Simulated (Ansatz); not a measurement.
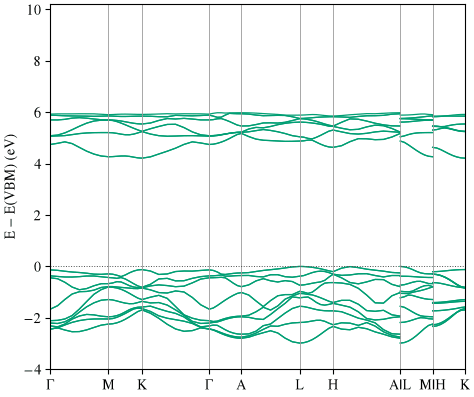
*Band structure from r²SCAN with spin–orbit coupling in the plane-wave PAW code Ansatz*

### Question
Read off the gap and where the band edges lie.

### Answer
About 4.2 eV (4.21 eV by a search for the band edges); maximum at L, minimum at K.

The material is La2O3 (La2O3 or Ni2Al3 type, P-3m1).

The r²SCAN relaxation kept the symmetry of its start; phonons on a q-mesh show no instability.

Potentials: the later of the program's two PAW sets.
